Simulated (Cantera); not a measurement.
Input: 1 mol MgO, 1.3 mol H2S, 0.17 mol CO2, held at 11.0 mbar.

These are equilibrium values from Cantera (NASA tables, ideal gas, pure condensed phases), not measurements of a reactor. Candidate condensed phases: C, C6H6, C7H8, C8H18, H2O, H2SO4, Mg, MgCO3, MgO, Mg(OH)2, MgS, MgSO4, S; 130 gas species. Gases not in the tables: S3 to S7. Kinetics and transport are ignored.

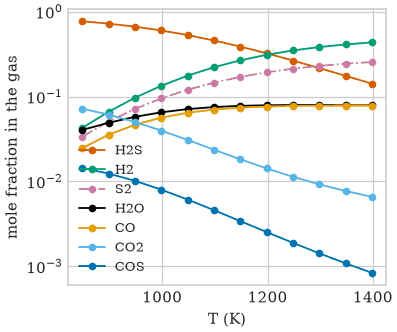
Equilibrium gas composition (values under 1e-9 drawn at 1e-9)

Task: Read off the mole fractions at 1298 K.

Result: H2 about 0.38, S2 about 0.23, H2S about 0.22, H2O about 0.079, CO about 0.078, CO2 about 0.0093, COS about 0.0014.
